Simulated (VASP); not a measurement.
Here is the system:

```
BeBr2
1.0
   -2.86582     5.29032     2.76220
    2.86582    -5.29032     2.76220
    2.86582     5.29032    -2.76220
Be Br
2 4
Direct
  0.25000   0.25000   0.00000
  0.75000   0.75000   0.00000
  0.11313   0.20896   0.32209
  0.88687   0.79104   0.67791
  0.38687   0.70896   0.09584
  0.61313   0.29104   0.90416
```

These are PBEsol GGA, VASP's PBE PAW potentials (set 64) (plane waves; VASP) values and carry that method's errors. Settings: 400 eV cut-off, 6×6×6 Γ-centred mesh, tetrahedra with Blöchl corrections, potentials Be Br.

Without a dispersion term in the relaxation, distances and binding between the weakly bound layers, chains or molecules are unreliable, and so is what depends on them.

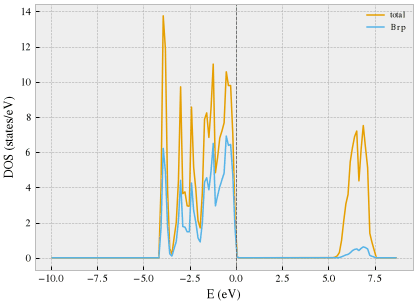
Fig. 1. Total and projected density of states, zero at the valence-band maximum

Within 2 eV below the valence-band maximum the largest weight inside VASP's projection spheres is Br p.

It has a band gap.

The structure comes from a computed database's BeBr2 entry (Ibam); how it stands against other phases isn't given here. It was relaxed first.
